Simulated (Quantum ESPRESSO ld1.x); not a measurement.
# Ho³⁺: atomic calculation

Ho³⁺, configuration typed as [Xe] 4f10 6p2. Computed at this level: radial all-electron Kohn-Sham run of Quantum ESPRESSO ld1.x with rel=2, dft='PZ' as typed.

### The input
```
 &input
    zed=67.0,
    iswitch=1,
    rel=2,
    dft='PZ',
    config='[Xe] 4f10 6p2',
    lsmall=.true.,
    prefix='ld1',
    max_out_wfc=37,
    file_charge='ld1.rho',
 /
```

Run as:
```bash
OMP_NUM_THREADS=1 ld1.x < ld1.in > ld1.out
```

### Output
```
     Program LD1 v.7.5 starts

     --------------------------- All-electron run ----------------------------

     dirac relativistic calculation

     atomic number is 67.00
     dft =PZ   lsd =0 sic =0 latt =0  beta=0.20 tr2=1.0E-14
     Exchange-correlation= PZ
                           (   1   1   0   0   0   0   0)
     mesh =2103 r(mesh) = 100.61561 a.u. xmin = -8.00 dx = 0.00800
     1 Ry =  13.60569312 eV, c = 137.03599908

     n l j   nl                  e(Ry)          e(Ha)          e(eV)
     Spin orbit split results
     1 0 0.5 1S 1( 2.00)     -4072.1050     -2036.0525    -55403.8109
     2 0 0.5 2S 1( 2.00)      -681.9296      -340.9648     -9278.1248
     2 1 0.5 2P 1( 2.00)      -649.3048      -324.6524     -8834.2422
     2 1 1.5 2P 1( 4.00)      -586.3944      -293.1972     -7978.3018
     3 0 0.5 3S 1( 2.00)      -153.3304       -76.6652     -2086.1668
     3 1 0.5 3P 1( 2.00)      -139.0326       -69.5163     -1891.6347
     3 1 1.5 3P 1( 4.00)      -125.8995       -62.9497     -1712.9498
     4 0 0.5 4S 1( 2.00)       -31.3252       -15.6626      -426.2011
     4 1 0.5 4P 1( 2.00)       -25.6488       -12.8244      -348.9690
     4 1 1.5 4P 1( 4.00)       -22.6806       -11.3403      -308.5853
     3 2 1.5 3D 1( 4.00)      -101.3082       -50.6541     -1378.3678
     3 2 2.5 3D 1( 6.00)       -98.4366       -49.2183     -1339.2983
     5 0 0.5 5S 1( 2.00)        -4.8156        -2.4078       -65.5199
     5 1 0.5 5P 1( 2.00)        -3.2346        -1.6173       -44.0088
     5 1 1.5 5P 1( 4.00)        -2.8302        -1.4151       -38.5065
     4 2 1.5 4D 1( 4.00)       -13.3170        -6.6585      -181.1873
     4 2 2.5 4D 1( 6.00)       -12.7770        -6.3885      -173.8393
     4 3 2.5 4F 1( 6.00)        -1.5497        -0.7749       -21.0850
     4 3 3.5 4F 1( 4.00)        -1.4728        -0.7364       -20.0381
     6 1 0.5 6P 1( 2.00)        -0.5867        -0.2933        -7.9819
     6 1 1.5 6P 1( 0.00)        -0.5433        -0.2716        -7.3916
     Averaged results
     1 0     1S 1( 2.00)     -4072.1050     -2036.0525    -55403.8109
     2 0     2S 1( 2.00)      -681.9296      -340.9648     -9278.1248
     2 1     2P 1( 6.00)      -607.3645      -303.6823     -8263.6152
     3 0     3S 1( 2.00)      -153.3304       -76.6652     -2086.1668
     3 1     3P 1( 6.00)      -130.2772       -65.1386     -1772.5115
     4 0     4S 1( 2.00)       -31.3252       -15.6626      -426.2011
     4 1     4P 1( 6.00)       -23.6700       -11.8350      -322.0466
     3 2     3D 1(10.00)       -99.5852       -49.7926     -1354.9261
     5 0     5S 1( 2.00)        -4.8156        -2.4078       -65.5199
     5 1     5P 1( 6.00)        -2.9650        -1.4825       -40.3406
     4 2     4D 1(10.00)       -12.9930        -6.4965      -176.7785
     4 3     4F 1(10.00)        -1.5057        -0.7529       -20.4868
     6 1     6P 1( 2.00)        -0.5577        -0.2789        -7.5884

     final scf error:  8.9E-15 reached in  25 iterations

     Etot =  -25239.516030 Ry,  -12619.758015 Ha, -343401.109684 eV

     Ekin =   27770.273664 Ry,   13885.136832 Ha,  377833.821408 eV
     Encl =  -62280.665895 Ry,  -31140.332948 Ha, -847371.627666 eV
     Eh   =    9796.728726 Ry,    4898.364363 Ha,  133291.284659 eV
     Exc  =    -525.852525 Ry,    -262.926263 Ha,   -7154.588084 eV

     normalization and overlap integrals

     s(1S/1S) =  1.000000  <r> =   0.0208  <r2> =    0.0006  r(max) =   0.0131
     s(1S/2S) = -0.000000
     s(1S/3S) = -0.000000
     s(1S/4S) =  0.000000
     s(1S/5S) =  0.000000
     s(2S/2S) =  1.000000  <r> =   0.0876  <r2> =    0.0091  r(max) =   0.0745
     s(2S/3S) =  0.000000
     s(2S/4S) =  0.000000
     s(2S/5S) =  0.000000
     s(2P/2P) =  1.000000  <r> =   0.0729  <r2> =    0.0066  r(max) =   0.0568
     s(2P/3P) =  0.000000
     s(2P/4P) =  0.000000
     s(2P/5P) =  0.000000
     s(2P/6P) =  0.000000
     s(2P/2P) =  1.000000  <r> =   0.0801  <r2> =    0.0078  r(max) =   0.0625
     s(2P/3P) =  0.000000
     s(2P/4P) =  0.000000
     s(2P/5P) =  0.000000
     s(2P/6P) =  0.000000
     s(3S/3S) =  1.000000  <r> =   0.2297  <r2> =    0.0604  r(max) =   0.2108
     s(3S/4S) =  0.000000
     s(3S/5S) =  0.000000
     s(3P/3P) =  1.000000  <r> =   0.2193  <r2> =    0.0560  r(max) =   0.1994
     s(3P/4P) =  0.000000
     s(3P/5P) =  0.000000
     s(3P/6P) =  0.000000
     s(3P/3P) =  1.000000  <r> =   0.2328  <r2> =    0.0629  r(max) =   0.2125
     s(3P/4P) =  0.000000
     s(3P/5P) =  0.000000
     s(3P/6P) =  0.000000
     s(4S/4S) =  1.000000  <r> =   0.5186  <r2> =    0.3040  r(max) =   0.4845
     s(4S/5S) =  0.000000
     s(4P/4P) =  1.000000  <r> =   0.5281  <r2> =    0.3177  r(max) =   0.4884
     s(4P/5P) =  0.000000
     s(4P/6P) =  0.000000
     s(4P/4P) =  1.000000  <r> =   0.5592  <r2> =    0.3560  r(max) =   0.5124
     s(4P/5P) =  0.000000
     s(4P/6P) = -0.000000
     s(3D/3D) =  1.000000  <r> =   0.2055  <r2> =    0.0497  r(max) =   0.1672
     s(3D/4D) =  0.000000
     s(3D/3D) =  1.000000  <r> =   0.2097  <r2> =    0.0516  r(max) =   0.1712
     s(3D/4D) = -0.000000
     s(5S/5S) =  1.000000  <r> =   1.2541  <r2> =    1.7694  r(max) =   1.1222
     s(5P/5P) =  1.000000  <r> =   1.3998  <r2> =    2.2231  r(max) =   1.2254
     s(5P/6P) =  0.000000
     s(5P/5P) =  1.000000  <r> =   1.4984  <r2> =    2.5480  r(max) =   1.3064
     s(5P/6P) = -0.000000
     s(4D/4D) =  1.000000  <r> =   0.5887  <r2> =    0.4025  r(max) =   0.5165
     s(4D/4D) =  1.000000  <r> =   0.5997  <r2> =    0.4176  r(max) =   0.5248
     s(4F/4F) =  1.000000  <r> =   0.7838  <r2> =    0.8030  r(max) =   0.5165
     s(4F/4F) =  1.000000  <r> =   0.7968  <r2> =    0.8327  r(max) =   0.5206
     s(6P/6P) =  1.000000  <r> =   4.0277  <r2> =   18.2203  r(max) =   3.5513
     s(6P/6P) =  1.000000  <r> =   4.2550  <r2> =   20.3010  r(max) =   3.7860

     ------------------------ End of All-electron run ------------------------
```

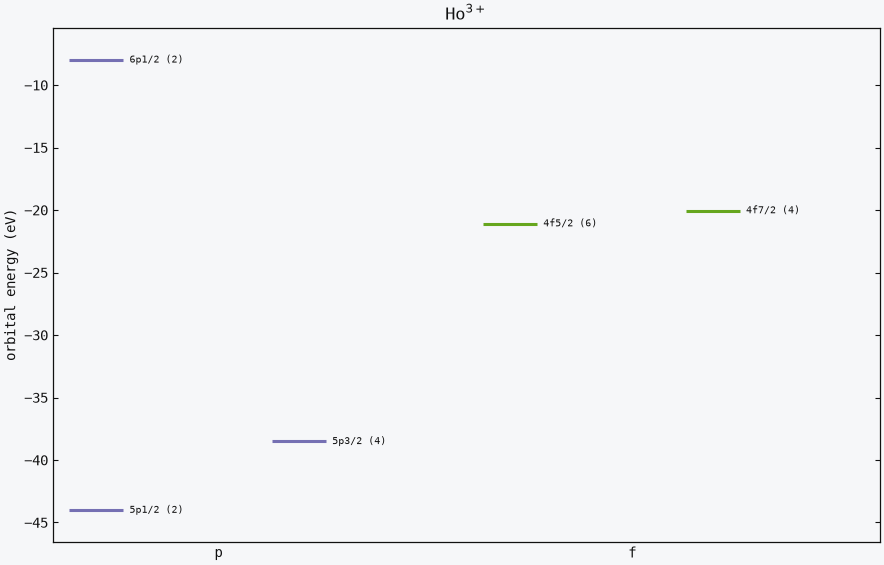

*The outer levels are drawn by angular momentum (occupations in brackets, the lower j at the left of each column). They are the filled levels of this odd run.*

The highest occupied level is 6p1/2 at −7.98 eV. From the top down the occupied levels run 6p1/2 (−7.98 eV), 4f7/2 (−20.0 eV), 4f5/2 (−21.1 eV), 5p3/2 (−38.5 eV), 5p1/2 (−44.0 eV). Spin-orbit splittings: 4f 1.05 eV, 5p 5.50 eV.

### What the run reported

```
                   quantity                      value
                    outcome                  converged
               total energy        −12619.7580 hartree
             kinetic energy         13885.1368 hartree
    electron–nucleus energy        −31140.3329 hartree
             Hartree energy          4898.3644 hartree
exchange–correlation energy        −262.926263 hartree
             SCF iterations                         25
                   hardware  1 CPU thread, shared host
                  wall time                     0.79 s
```

### What is odd here

The input is odd on purpose: too many electrons. The configuration holds 66 electrons for Z = 67, so the species has charge +1 and isn't the one named. The run is a regular one for that other species in this configuration, which needn't be its ground state.
